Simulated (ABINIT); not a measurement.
# SiO2 (P3_221): G0W0 with ABINIT, start to end, part 2 of 3

Aim: the G0W0 gap of SiO2 (P3_221) on PBE, step by step.

ABINIT 10.8.3; PBE and many-body steps on it, plane waves. Known limits of the many-body steps: not at the basis limit; coarse k mesh.

So far. Step 2 (Ground state): The gap is indirect, with the least direct gap 0.32 eV higher.

## (3) Bands along the symmetry lines

Level of this step: DFT, PBE, plane waves, norm-conserving pseudopotentials (ABINIT).

The cheap functional maps the bands first; the places of the edges decide which points the dearer methods must see.

Input file run.abi:

```
acell 3*1.0 Angstrom
rprim 
  4.916359999971 0.000000000007 0.000000000000
  -2.458179999991 4.257692654122 0.000000000000
  0.000000000000 0.000000000000 5.408400000000
ntypat 2
znucl 14 8
natom 9
typat 1 1 1 2 2 2 2 2 2
xred 
  0.469730000000 0.000000000000 0.666666666667
  0.000000000000 0.469730000000 0.333333333333
  0.530270000000 0.530270000000 -0.000000000000
  0.413540000000 0.267580000000 0.785580000000
  0.732420000000 0.145960000000 0.452246666667
  0.854040000000 0.586460000000 0.118913333333
  0.267580000000 0.413540000000 0.214420000000
  0.145960000000 0.732420000000 0.547753333333
  0.586460000000 0.854040000000 0.881086666667
pp_dirpath "pseudos"
pseudos "Si.upf, O.upf"
ecut 36
iscf -2
irdden 1
kptopt 0
nkpt 39
kpt 
  0.00000000 0.00000000 0.00000000
  0.12500000 0.00000000 0.00000000
  0.25000000 0.00000000 0.00000000
  0.37500000 0.00000000 0.00000000
  0.50000000 0.00000000 0.00000000
  0.45833333 0.08333333 0.00000000
  0.41666666 0.16666666 0.00000000
  0.37500000 0.25000000 0.00000000
  0.33333333 0.33333333 0.00000000
  0.25000000 0.25000000 0.00000000
  0.16666666 0.16666666 0.00000000
  0.08333333 0.08333333 0.00000000
  0.00000000 0.00000000 0.00000000
  0.00000000 0.00000000 0.12500000
  0.00000000 0.00000000 0.25000000
  0.00000000 0.00000000 0.37500000
  0.00000000 0.00000000 0.50000000
  0.12500000 0.00000000 0.50000000
  0.25000000 0.00000000 0.50000000
  0.37500000 0.00000000 0.50000000
  0.50000000 0.00000000 0.50000000
  0.45833333 0.08333333 0.50000000
  0.41666666 0.16666666 0.50000000
  0.37500000 0.25000000 0.50000000
  0.33333333 0.33333333 0.50000000
  0.25000000 0.25000000 0.50000000
  0.16666666 0.16666666 0.50000000
  0.08333333 0.08333333 0.50000000
  0.00000000 0.00000000 0.50000000
  0.50000000 0.00000000 0.50000000
  0.50000000 0.00000000 0.37500000
  0.50000000 0.00000000 0.25000000
  0.50000000 0.00000000 0.12500000
  0.50000000 -0.00000000 0.00000000
  0.33333333 0.33333333 0.50000000
  0.33333333 0.33333333 0.37500000
  0.33333333 0.33333333 0.25000000
  0.33333333 0.33333333 0.12500000
  0.33333333 0.33333333 0.00000000
istwfk *1
nband 37
nbdbuf 8
tolwfr 1e-07
nstep 50
prtwf 0
prtvol 0
indata_prefix "in"
outdata_prefix "out"
tmpdata_prefix "tmp"
```

Run with:

```sh
OMP_NUM_THREADS=1 mpirun -n 4 abinit run.abi > log
```

Numbers of over 12 decimals in the logs are rounded to 6 here.

The program printed:

```text
.Version 10.8.3 of ABINIT. v10.8.2 released Aug 2026.

 Symmetries : space group P3_2 2 1 (#154); Bravais hP (primitive hexag.)
[... echo of the input left out ...]
== DATASET  1 ==================================================================
-   mpi_nproc: 4, omp_nthreads: 1 (-1 if OMP is not activated)

--- !DatasetInfo
iteration_state: {dtset: 1, }
dimensions: {natom: 9, nkpt: 39, mband: 37, nsppol: 1, nspinor: 1, nspden: 1, mpw: 7935, }
cutoff_energies: {ecut:  36.0, pawecutdg:  -1.0, }
electrons: {nelect:   4.80000000E+01, charge:   0.00000000E+00, occopt:   1.00000000E+00, tsmear:   1.00000000E-02, }

 Real(R)+Recip(G) space primitive vectors, cartesian coordinates (Bohr,Bohr^-1):
 R(1)=  9.2905739  0.0000000  0.0000000  G(1)=  0.1076360  0.0621437  0.0000000
 R(2)= -4.6452870  8.0458730  0.0000000  G(2)=  0.0000000  0.1242873  0.0000000
 R(3)=  0.0000000  0.0000000 10.2203948  G(3)=  0.0000000  0.0000000  0.0978436
 Unit cell volume ucvol=  7.6398247E+02 bohr^3
 Angles (23,13,12)=  9.00000000E+01  9.00000000E+01  1.20000000E+02 degrees

 getcut: wavevector=  0.0000  0.0000  0.0000  ngfft=  54  54  60
         ecut(hartree)=     36.000   => boxcut(ratio)=   2.15246

--- Pseudopotential description ------------------------------------------------
- Si Generated using ONCVPSP code by D. R. Hamann
- 14.00000   4.00000  171031                  znucl, zion, pspdat
12 -101130 2 -1 1510                          pspcod,pspxc,lmax,lloc,mmax
     nproj     2     2     2
  pspatm : epsatm=    9.34321561
         --- l  ekb(1:nproj) -->
             0    5.168965    0.829883
             1    2.571282    0.578307
             2   -2.427311   -0.488097
 pspatm: atomic psp has been read  and splines computed

- O Generated using ONCVPSP code by D. R. Hamann
-  8.00000   6.00000  171031                  znucl, zion, pspdat
12 -101130 2 -1 936                           pspcod,pspxc,lmax,lloc,mmax
     nproj     2     2     1
  pspatm : epsatm=    6.19545534
         --- l  ekb(1:nproj) -->
[...]
2   -1.331955
 pspatm: atomic psp has been read  and splines computed

--------------------------------------------------------------------------------

================================================================================
 prteigrs : about to open file out_EIG
 Non-SCF case, kpt    1 (  0.00000  0.00000  0.00000), residuals and eigenvalues=
  2.58E-08  1.69E-08  6.55E-08  5.66E-08  2.50E-08  3.37E-08  1.51E-08  3.56E-08
  4.53E-08  2.63E-08  3.30E-08  9.53E-08  2.86E-08  8.98E-08  2.47E-08  3.40E-08
  3.94E-08  7.85E-08  8.44E-08  3.00E-08  8.78E-08  6.54E-08  3.90E-08  9.57E-08
[...]
3.63E-06  4.66E-05  1.09E-04  2.27E-04  1.41E-03
 -7.0406E-01 -6.4788E-01 -6.4788E-01 -6.2422E-01 -6.2303E-01 -6.2303E-01
 -2.9529E-01 -2.9529E-01 -1.9193E-01 -1.9157E-01 -1.8494E-01 -1.8494E-01
[...]
4.8531E-01

--- !ResultsGS
iteration_state: {dtset: 1, }
comment   : Summary of ground state results
lattice_vectors:
- [  9.2905739,   0.0000000,   0.0000000, ]
- [ -4.6452870,   8.0458730,   0.0000000, ]
- [  0.0000000,   0.0000000,  10.2203948, ]
lattice_lengths: [   9.29057,    9.29057,   10.22039, ]
lattice_angles: [ 90.000,  90.000, 120.000, ] # degrees, (23, 13, 12)
lattice_volume:   7.6398247E+02
convergence: {deltae:  0.000E+00, res2:  0.000E+00, residm:  9.986E-08, diffor:  0.000E+00, }
etotal    :  -1.12355417E+02
entropy   :   0.00000000E+00
fermie    :   7.22210299E-03
cartesian_stress_tensor: null
pressure_GPa: null
xred      :
- [  4.6973E-01,   7.4015E-17,   6.6667E-01, Si]
- [  1.6639E-18,   4.6973E-01,   3.3333E-01, Si]
- [  5.3027E-01,   5.3027E-01,   9.2519E-18, Si]
- [  4.1354E-01,   2.6758E-01,   7.8558E-01,  O]
- [  7.3242E-01,   1.4596E-01,   4.5225E-01,  O]
- [  8.5404E-01,   5.8646E-01,   1.1891E-01,  O]
- [  2.6758E-01,   4.1354E-01,   2.1442E-01,  O]
- [  1.4596E-01,   7.3242E-01,   5.4775E-01,  O]
- [  5.8646E-01,   8.5404E-01,   8.8109E-01,  O]
cartesian_forces: null
force_length_stats: {min: null, max: null, mean: null, }

 Integrated electronic density in atomic spheres:
 ------------------------------------------------
 Atom  Sphere_radius  Integrated_density
[...]
================================================================================

 ----iterations are completed or convergence reached----

 Mean square residual over all n,k,spin=   49.400E-09; max=  99.857E-09
 reduced coordinates (array xred) for    9 atoms
[...]
0.145960000000      0.732420000000      0.547753333333
       0.586460000000      0.854040000000      0.881086666667

 cartesian coordinates (angstrom) at end:
    1      2.309362     3.29e-12     3.605600
    2     -1.154681     1.999966     1.802800
    3      1.303499     2.257727     0.000000
[...]
8     -1.082828     3.118419     2.962469
    9      0.783864     3.636240     4.765269
 length scales=  1.889726125908  1.889726125908  1.889726125908 bohr
              =  1.000000000000  1.000000000000  1.000000000000 angstroms
 prteigrs : about to open file out_EIG
 Eigenvalues (hartree) for nkpt=  39  k points:
 kpt#   1, nband= 37, wtk=  1.00000, kpt=  0.0000  0.0000  0.0000 (reduced coord)
[...]
kpt#   2, nband= 37, wtk=  1.00000, kpt=  0.1250  0.0000  0.0000 (reduced coord)
[...]
kpt#   3, nband= 37, wtk=  1.00000, kpt=  0.2500  0.0000  0.0000 (reduced coord)
[...]
kpt#  38, nband= 37, wtk=  1.00000, kpt=  0.3333  0.3333  0.1250 (reduced coord)
[...]
0.44201    0.46214    0.46747    0.48612    0.48696
 kpt#  39, nband= 37, wtk=  1.00000, kpt=  0.3333  0.3333  0.0000 (reduced coord)
[...]
-0.06818   -0.06242   -0.05562   -0.03780   -0.03780   -0.00873   -0.00873    0.00722
   0.33569    0.33569    0.35394    0.38873    0.39447    0.39447    0.40742    0.40742
   0.44974    0.46113    0.48372    0.48425    0.48531

== END DATASET(S) ==============================================================
================================================================================

 -outvars: echo values of variables after computation  --------
            nband          37
             nkpt          39
          spgroup         154
 [... the other variables as echoed above ...]

 Calculation completed.
```

It took 61 s on 4 MPI ranks of Arm Neoverse V1, shared host; peak memory 0.48 GiB.

This step gave:

| Quantity | Value |
| --- | --- |
| gap | 6.031 eV |
| k of the valence top | 0.3333, 0.3333, 0 |
| k of the conduction bottom | 0, 0, 0 |
| least direct gap | 6.346 eV |

The gap is 6.031 eV, as in the run before at this level.

The electronic bands at the labelled points (eV, zero at the top of the highest filled band):

| point | band 21 | band 22 | band 23 | band 24 | band 25 | band 26 | band 27 | band 28 |
| --- | --- | --- | --- | --- | --- | --- | --- | --- |
| Γ | -1.00 | -0.68 | -0.32 | -0.32 | 6.03 | 9.33 | 9.33 | 9.78 |
| M | -1.03 | -0.78 | -0.27 | -0.04 | 8.28 | 9.01 | 9.73 | 9.74 |
| K | -1.23 | -0.43 | -0.43 | 0.00 | 8.94 | 8.94 | 9.43 | 10.38 |
| Γ | -1.00 | -0.68 | -0.32 | -0.32 | 6.03 | 9.33 | 9.33 | 9.78 |
| A | -1.21 | -0.21 | -0.21 | -0.09 | 7.97 | 7.97 | 9.08 | 9.76 |
| L | -0.88 | -0.84 | -0.60 | -0.19 | 8.93 | 9.41 | 9.69 | 9.85 |
| H | -0.93 | -0.76 | -0.58 | -0.58 | 9.02 | 9.81 | 9.81 | 10.12 |
| A | -1.21 | -0.21 | -0.21 | -0.09 | 7.97 | 7.97 | 9.08 | 9.76 |
| jump to L | -0.88 | -0.84 | -0.60 | -0.19 | 8.93 | 9.41 | 9.69 | 9.85 |
| M | -1.03 | -0.78 | -0.27 | -0.04 | 8.28 | 9.01 | 9.73 | 9.74 |
| jump to H | -0.93 | -0.76 | -0.58 | -0.58 | 9.02 | 9.81 | 9.81 | 10.12 |
| K | -1.23 | -0.43 | -0.43 | 0.00 | 8.94 | 8.94 | 9.43 | 10.38 |

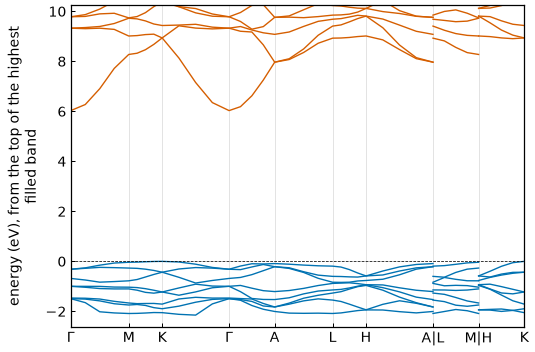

Electronic bands along the path; lines of filled and empty bands in two colours.

## (4) Empty states on the mesh, 3×3×2 mesh, 221 bands

The sums over transitions need many empty states on a uniform mesh; this step solves for them.

Input file run.abi:

```
acell 3*1.0 Angstrom
rprim 
  4.916359999971 0.000000000007 0.000000000000
  -2.458179999991 4.257692654122 0.000000000000
  0.000000000000 0.000000000000 5.408400000000
ntypat 2
znucl 14 8
natom 9
typat 1 1 1 2 2 2 2 2 2
xred 
  0.469730000000 0.000000000000 0.666666666667
  0.000000000000 0.469730000000 0.333333333333
  0.530270000000 0.530270000000 -0.000000000000
  0.413540000000 0.267580000000 0.785580000000
  0.732420000000 0.145960000000 0.452246666667
  0.854040000000 0.586460000000 0.118913333333
  0.267580000000 0.413540000000 0.214420000000
  0.145960000000 0.732420000000 0.547753333333
  0.586460000000 0.854040000000 0.881086666667
pp_dirpath "pseudos"
pseudos "Si.upf, O.upf"
ecut 36
ngkpt 3 3 2
nshiftk 1
shiftk 0 0 0
kptopt 1
chksymbreak 0
iscf -2
irdden 1
istwfk *1
nband 221
nbdbuf 20
tolwfr 1e-09
nstep 60
prtvol 0
indata_prefix "in"
outdata_prefix "out"
tmpdata_prefix "tmp"
```

The program printed:

```text
.Version 10.8.3 of ABINIT. v10.8.2 released Aug 2026.

 Symmetries : space group P3_2 2 1 (#154); Bravais hP (primitive hexag.)
[... echo of the input left out ...]
== DATASET  1 ==================================================================
-   mpi_nproc: 4, omp_nthreads: 1 (-1 if OMP is not activated)

--- !DatasetInfo
iteration_state: {dtset: 1, }
dimensions: {natom: 9, nkpt: 6, mband: 221, nsppol: 1, nspinor: 1, nspden: 1, mpw: 7935, }
cutoff_energies: {ecut:  36.0, pawecutdg:  -1.0, }
electrons: {nelect:   4.80000000E+01, charge:   0.00000000E+00, occopt:   1.00000000E+00, tsmear:   1.00000000E-02, }

 Real(R)+Recip(G) space primitive vectors, cartesian coordinates (Bohr,Bohr^-1):
 R(1)=  9.2905739  0.0000000  0.0000000  G(1)=  0.1076360  0.0621437  0.0000000
 R(2)= -4.6452870  8.0458730  0.0000000  G(2)=  0.0000000  0.1242873  0.0000000
 R(3)=  0.0000000  0.0000000 10.2203948  G(3)=  0.0000000  0.0000000  0.0978436
 Unit cell volume ucvol=  7.6398247E+02 bohr^3
 Angles (23,13,12)=  9.00000000E+01  9.00000000E+01  1.20000000E+02 degrees

 getcut: wavevector=  0.0000  0.0000  0.0000  ngfft=  54  54  60
         ecut(hartree)=     36.000   => boxcut(ratio)=   2.15246

--- Pseudopotential description ------------------------------------------------
- Si Generated using ONCVPSP code by D. R. Hamann
- 14.00000   4.00000  171031                  znucl, zion, pspdat
12 -101130 2 -1 1510                          pspcod,pspxc,lmax,lloc,mmax
     nproj     2     2     2
  pspatm : epsatm=    9.34321561
         --- l  ekb(1:nproj) -->
             0    5.168965    0.829883
             1    2.571282    0.578307
             2   -2.427311   -0.488097
 pspatm: atomic psp has been read  and splines computed

- O Generated using ONCVPSP code by D. R. Hamann
-  8.00000   6.00000  171031                  znucl, zion, pspdat
12 -101130 2 -1 936                           pspcod,pspxc,lmax,lloc,mmax
     nproj     2     2     1
  pspatm : epsatm=    6.19545534
         --- l  ekb(1:nproj) -->
[...]
2   -1.331955
 pspatm: atomic psp has been read  and splines computed

--------------------------------------------------------------------------------

================================================================================
 prteigrs : about to open file out_EIG
 Non-SCF case, kpt    1 (  0.00000  0.00000  0.00000), residuals and eigenvalues=
  5.18E-11  5.17E-11  6.11E-11  4.59E-10  2.07E-10  3.26E-10  1.28E-10  1.60E-10
  8.13E-11  1.30E-10  9.64E-11  1.41E-10  1.42E-10  1.13E-10  1.08E-10  1.32E-10
  1.08E-10  1.78E-10  1.45E-10  1.28E-10  1.05E-10  7.05E-11  1.08E-10  1.51E-10
[...]
9.71E-05  3.57E-05  1.36E-04  3.74E-04  5.46E-04
 -7.0406E-01 -6.4788E-01 -6.4788E-01 -6.2422E-01 -6.2303E-01 -6.2303E-01
 -2.9529E-01 -2.9529E-01 -1.9193E-01 -1.9157E-01 -1.8494E-01 -1.8494E-01
 -1.0033E-01 -1.0033E-01 -9.1767E-02 -8.2419E-02 -4.7610E-02 -4.7610E-02
[...]
2.7483E+00  2.7497E+00  2.7676E+00  2.7676E+00  2.7684E+00  2.7684E+00
  2.8024E+00  2.8090E+00  2.8090E+00  2.8499E+00  2.8694E+00  2.8695E+00
  2.8727E+00  2.8775E+00  2.8777E+00  2.8969E+00  2.9089E+00
 prteigrs : prtvol=0 or 1, do not print more k-points.

--- !ResultsGS
iteration_state: {dtset: 1, }
comment   : Summary of ground state results
lattice_vectors:
- [  9.2905739,   0.0000000,   0.0000000, ]
- [ -4.6452870,   8.0458730,   0.0000000, ]
- [  0.0000000,   0.0000000,  10.2203948, ]
lattice_lengths: [   9.29057,    9.29057,   10.22039, ]
lattice_angles: [ 90.000,  90.000, 120.000, ] # degrees, (23, 13, 12)
lattice_volume:   7.6398247E+02
convergence: {deltae:  0.000E+00, res2:  0.000E+00, residm:  9.985E-10, diffor:  0.000E+00, }
etotal    :  -1.12355417E+02
entropy   :   0.00000000E+00
fermie    :   7.22210299E-03
cartesian_stress_tensor: null
pressure_GPa: null
xred      :
- [  4.6973E-01,   7.4015E-17,   6.6667E-01, Si]
- [  1.6639E-18,   4.6973E-01,   3.3333E-01, Si]
- [  5.3027E-01,   5.3027E-01,   9.2519E-18, Si]
- [  4.1354E-01,   2.6758E-01,   7.8558E-01,  O]
- [  7.3242E-01,   1.4596E-01,   4.5225E-01,  O]
- [  8.5404E-01,   5.8646E-01,   1.1891E-01,  O]
- [  2.6758E-01,   4.1354E-01,   2.1442E-01,  O]
- [  1.4596E-01,   7.3242E-01,   5.4775E-01,  O]
- [  5.8646E-01,   8.5404E-01,   8.8109E-01,  O]
cartesian_forces: null
force_length_stats: {min: null, max: null, mean: null, }

 Integrated electronic density in atomic spheres:
 ------------------------------------------------
 Atom  Sphere_radius  Integrated_density
[...]
================================================================================

 ----iterations are completed or convergence reached----

 Mean square residual over all n,k,spin=   33.215E-11; max=  99.850E-11
 reduced coordinates (array xred) for    9 atoms
[...]
0.145960000000      0.732420000000      0.547753333333
       0.586460000000      0.854040000000      0.881086666667

 cartesian coordinates (angstrom) at end:
    1      2.309362     3.29e-12     3.605600
    2     -1.154681     1.999966     1.802800
    3      1.303499     2.257727     0.000000
[...]
8     -1.082828     3.118419     2.962469
    9      0.783864     3.636240     4.765269
 length scales=  1.889726125908  1.889726125908  1.889726125908 bohr
              =  1.000000000000  1.000000000000  1.000000000000 angstroms
 prteigrs : about to open file out_EIG
 Eigenvalues (hartree) for nkpt=   6  k points:
 kpt#   1, nband=221, wtk=  0.05556, kpt=  0.0000  0.0000  0.0000 (reduced coord)
[...]
2.71015    2.71015    2.74221    2.74221    2.74828    2.74971    2.76756    2.76756
   2.76844    2.76844    2.80239    2.80898    2.80898    2.84989    2.86942    2.86946
   2.87266    2.87748    2.87769    2.89690    2.90885
 prteigrs : prtvol=0 or 1, do not print more k-points.

== END DATASET(S) ==============================================================
================================================================================

 -outvars: echo values of variables after computation  --------
            nband         221
             nkpt           6
          spgroup         154
 [... the other variables as echoed above ...]

 Calculation completed.
```

The job ended after 2.8 min (4 MPI ranks; peak memory 0.53 GiB; 11 min of CPU time).

Numbers from this step:

```yaml
gap: 6.031 eV
k_of_the_valence_top: 0.3333, 0.3333, 0
k_of_the_conduction_bottom: 0, 0, 0
least_direct_gap: 6.346 eV
k_points_computed: 6
lowest_point_of_the_top_converged_band_above_the_valence_top: 72.3494 eV
```

On this mesh the gap is 6.031 eV.

## (5) Screening, 3×3×2 mesh, 201 bands, screening to 106.1 eV

The RPA dielectric matrix is built and inverted for each q.

This step: RPA screening on PBE, plane waves, norm-conserving pseudopotentials.

Edit run.abi of step 4 so:

```diff
@@ -27,10 +27,11 @@
 chksymbreak 0
-iscf -2
-irdden 1
 istwfk *1
-nband 221
-nbdbuf 20
-tolwfr 1e-09
-nstep 60
-prtvol 0
+occopt 1
+irdwfk 1
+optdriver 3
+nband 201
+ecuteps 3.9
+inclvkb 2
+awtr 1
+symchi 1
 indata_prefix "in"
```

The program printed:

```text
.Version 10.8.3 of ABINIT. v10.8.2 released Aug 2026.

 Symmetries : space group P3_2 2 1 (#154); Bravais hP (primitive hexag.)
[... echo of the input left out ...]
== DATASET  1 ==================================================================
-   mpi_nproc: 4, omp_nthreads: 1 (-1 if OMP is not activated)

--- !DatasetInfo
iteration_state: {dtset: 1, }
dimensions: {natom: 9, nkpt: 6, mband: 201, nsppol: 1, nspinor: 1, nspden: 1, mpw: 7935, }
cutoff_energies: {ecut:  36.0, pawecutdg:  -1.0, }
electrons: {nelect:   4.80000000E+01, charge:   0.00000000E+00, occopt:   1.00000000E+00, tsmear:   1.00000000E-02, }

 SCREENING: Calculation of the susceptibility and dielectric matrices

 Based on a program developped by R.W. Godby, V. Olevano, G. Onida, and L. Reining.
 Incorporated in ABINIT by V. Olevano, G.-M. Rignanese, and M. Torrent.
.Using double precision arithmetic ; gwpc =  8

[... cell and pseudopotentials left out ...]
--------------------------------------------------------------------------------

 ==== K-mesh for the wavefunctions ====
 Number of points in the irreducible wedge :     6
[... list of points left out ...]
 Together with  6 symmetry operations and time-reversal symmetry
 yields    18 points in the full Brillouin Zone.

 ==== Q-mesh for the screening function ====
 Number of points in the irreducible wedge :     6
[... list of points left out ...]
 Together with  6 symmetry operations and time-reversal symmetry
 yields    18 points in the full Brillouin Zone.

 setmesh: FFT mesh size selected  =    36x   36x   45
          total number of points  =        58320

 vcoul_init : cutoff-mode = AUXILIARY_FUNCTION
 q-points for optical limit:   1
     1)      0.000010    0.000020    0.000030

- screening: taking advantage of time-reversal symmetry
- Maximum band index for partially occupied states nbvw = 24
- Remaining bands to be divided among processors   nbcw = 177
- Number of bands treated by each node ~44

 Number of electrons calculated from density =   48.0000; Expected =   48.0000
 average of density, n =  0.062829
 r_s =    1.5605
 omega_plasma =   24.1788 [eV]

 calculating chi0 at frequencies [eV] :
  1    0.000000E+00    0.000000E+00
  2    0.000000E+00    2.417879E+01

--------------------------------------------------------------------------------
  q-point number  1        q = ( 0.000000, 0.000000, 0.000000) [r.l.u.]
--------------------------------------------------------------------------------
[... chi0 elements left out ...]
 For q-point:  0.000010 0.000020 0.000030
  dielectric constant =   2.3424
  dielectric constant without local fields =   2.5395

  Average fulfillment of the sum rule on Im[epsilon] for q-point    1 :     68.08  [%]
[... wings left out ...]
  q-point number  2        q = ( 0.333333, 0.000000, 0.000000) [r.l.u.]
--------------------------------------------------------------------------------
[... chi0 elements left out ...]
  Average fulfillment of the sum rule on Im[epsilon] for q-point    2 :     73.50  [%]

 [... 4 further q-points ...]
```

Run time: 2.1 min. Hardware: 4 MPI ranks; peak memory 2.2 GiB; 8.3 min of CPU time.

This step gave:

* ε∞ with local fields, on this mesh, along the program's q direction: 2.342
* the same without local fields: 2.539
* plasma frequency: 24.18 eV
* plane waves in the screening matrix: 279

Local fields lower ε∞ by 8 %. On a Γ-centred mesh this coarse the value itself is usually too large, while a short band sum pulls it down.

[end of part 2 of 3]

[Paths, hosts, dates, memory and timing lines, banners, echoed tables and standing remarks are left out of the program output.]

[Logs are printed without paths, hosts, clocks, repeated set-up lines and the standing remarks that a program may print on its own settings, such as how far it seeks lower states.]

[Runs of the session that timed out or met a known fault of the program may be left out.]

[Hosts, paths, dates, database ids (printed as entryN), source tags and the programs' standing remarks are cut or masked in the printed files.]

[G0W0 gaps are taken among the corrected bands and points alone; a level outside them can change the order at an edge.]

[Where Ansatz stands beside ABINIT at settings called matched, ABINIT's density can come from a denser mesh and the files from another edition; pairs whose starting gaps differed by over 0.03 eV were left out, so agreement reads better than it is.]
